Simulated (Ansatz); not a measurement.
# C2H2F (SMILES C=[C]F) at UCCSDT(Q)/STO-3G

Aim: the energy change on altering one bond length of C2H2F at UCCSDT(Q)/STO-3G, from 2 runs. 

Program for the calculation: Ansatz 0.2.0.

52 further runs of the same task are left out: 1 that didn't finish, 51 set aside as unsound or not needed.

## Step 1: The structure to begin with

C2H2F: 5 atoms, total charge 0, spin state doublet. SMILES: `C=[C]F`. Geometry: relaxed at PBE0-D4/def2-TZVP.

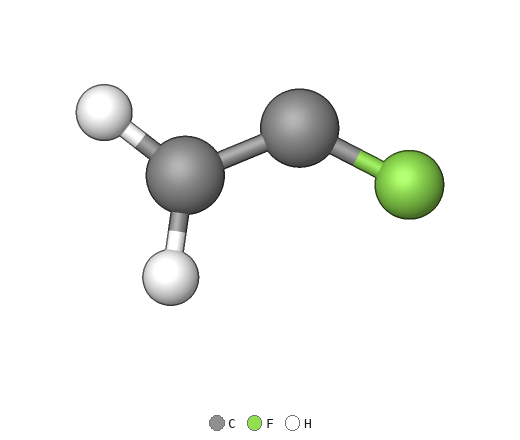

Viewed from a chosen angle; carbon grey, fluorine green, hydrogen white.

## Step 2: A single-point energy at UCCSDT(Q)/STO-3G

Contents of molecule.yaml:

```yaml
crystal:
  periodic: [false, false, false]
  atoms:
    - {symbol: C, position_ang: [0.488200, -0.200400, 0.008400]}
    - {symbol: C, position_ang: [-0.592700, 0.393700, 0.447100]}
    - {symbol: F, position_ang: [-1.725600, 0.629500, -0.148900]}
    - {symbol: H, position_ang: [0.534700, -0.590400, -1.005400]}
    - {symbol: H, position_ang: [1.345200, -0.306200, 0.657500]}
basis:
  gaussian:
    orbitals: STO-3G
magnetization:
  spin_polarized: true
  initial_magnetization: 1
correlation:
  method: ccsdt_q
  frozen_orbitals: {C: 1, F: 1, H: 0}
accuracy: high
scf:
  omitted_lower_state_checks: [cluster_reference, increment]
```

Launch:

```console
ansatz run molecule.yaml --threads 1 --pin off --max-ram 2610MiB --events-out events.jsonl --progress --plain --runs-dir runs
```

The log of the run, shortened:

```text
Warning: RAYON_NUM_THREADS=1 ignored (pool sized by the plan → 1); use --threads N
Functional definition: HF
  name "HF"
[...]
294 factors; integrals over basis functions are off by at most 4.1e-8 eV
[...]
mean field -4731.96535767 eV, -173.8965194532 hartree, gradient 4.9e-8 eV, S^2 1.060361; 1 other end points of the search recorded, 0 dependent functions left out
3 core orbitals not correlated: weight in the atoms' cores, before any rotation towards them, 1.000 or more for the frozen orbitals, at most 0.000 for the correlated occupied ones
reference -4731.96535767 eV, -173.8965194532 hartree; 9, 8 occupied and 5, 6 virtual orbitals, 294 factors
second order -2.71637897 eV of doubles, -0.00000000 eV of singles
cycle   1  -3.24651093 eV  change   -5.3e-1 eV  update   9.3e-2
[...]
cycle  32  -4.13932732 eV  change   3.3e-11 eV  update  3.6e-10
perturbative correction -0.01041861 eV, -0.0003828769 hartree
Total energy: -4736.11510361 eV, -174.0490198035 hartree
Checks for a lower state left out: cluster_reference, increment
```

It took 0.88 s on 1 thread of AMD EPYC 9R45 (Zen 5), shared host.

## Step 3: The distorted shape

Contents of input.yaml:

```yaml
basis:
  gaussian:
    orbitals: STO-3G
crystal:
  periodic: [false, false, false]
  atoms:
    - symbol: C
      position_ang: [0.758440, -0.348933, -0.101281]
    - symbol: C
      position_ang: [-0.592700, 0.393700, 0.447100]
    - symbol: F
      position_ang: [-1.725600, 0.629500, -0.148900]
    - symbol: H
      position_ang: [0.804940, -0.738933, -1.115081]
    - symbol: H
      position_ang: [1.615440, -0.454733, 0.547819]
magnetization:
  spin_polarized: true
  initial_magnetization: 1
correlation:
  method: ccsdt_q
  frozen_orbitals: {C: 1, F: 1, H: 0}
accuracy: high
scf:
  omitted_lower_state_checks: [cluster_reference, increment]
```

Launch:

```console
ansatz run input.yaml --threads 1 --pin off --max-ram 2610MiB --events-out events.jsonl --progress --plain --runs-dir runs
```

The log of the run, shortened:

```text
Warning: RAYON_NUM_THREADS=1 ignored (pool sized by the plan → 1); use --threads N
Functional definition: HF
  name "HF"
[...]
291 factors; integrals over basis functions are off by at most 4.1e-8 eV
[...]
mean field -4730.84668352 eV, -173.8554089362 hartree, gradient 2.8e-8 eV, S^2 1.587428; 4 other end points of the search recorded, 0 dependent functions left out
3 core orbitals not correlated: weight in the atoms' cores, before any rotation towards them, 1.000 or more for the frozen orbitals, at most 0.000 for the correlated occupied ones
reference -4730.84668352 eV, -173.8554089362 hartree; 9, 8 occupied and 5, 6 virtual orbitals, 291 factors
second order -2.31144989 eV of doubles, -0.00000000 eV of singles
cycle   1  -2.81747677 eV  change   -5.1e-1 eV  update   8.8e-2
[...]
cycle  54  -3.91592609 eV  change   9.7e-10 eV  update  1.9e-10
perturbative correction -0.02952483 eV, -0.0010850176 hartree
Total energy: -4734.79213444 eV, -174.0004015834 hartree
Checks for a lower state left out: cluster_reference, increment
```

Wall time 1.1 s (1 thread of AMD EPYC 9R45 (Zen 5), shared host).

## Step 4: Summary of results

Level: UCCSDT(Q)/STO-3G, 3 core orbitals frozen.

| quantity | value |
| --- | --- |
| first shape: total energy | -174.04902 Eh |
| first shape: correlation energy (3 core orbitals frozen) | -152.5 mEh |
| first shape: ⟨S²⟩ of the reference determinant | 1.060 |
| first shape: T1 diagnostic | 0.046 |
| distorted shape: total energy | -174.00040 Eh |
| distorted shape: correlation energy (3 core orbitals frozen) | -145.0 mEh |
| distorted shape: ⟨S²⟩ of the reference determinant | 1.587 |
| distorted shape: T1 diagnostic | 0.068 |
| energy change with the C1–C2 bond stretched from 1.309 to 1.636 Å | 1.323 eV |

**Reading.** With the C1–C2 bond stretched from 1.309 to 1.636 Å the energy rises by 1.32 eV (128 kJ/mol). The first shape isn't relaxed at this level, so the change isn't measured from a minimum. The minimal basis adds a large error of its own. ⟨S²⟩ (first shape) is 1.06 where a pure doublet has 0.75: the reference is spin-contaminated. The T1 diagnostic (first shape) of 0.046 is above the customary mark for such species, so a single reference may not serve. ⟨S²⟩ (distorted shape) is 1.59 where a pure doublet has 0.75: the reference is spin-contaminated. The T1 diagnostic (distorted shape) of 0.068 is above the customary mark for such species, so a single reference may not serve.
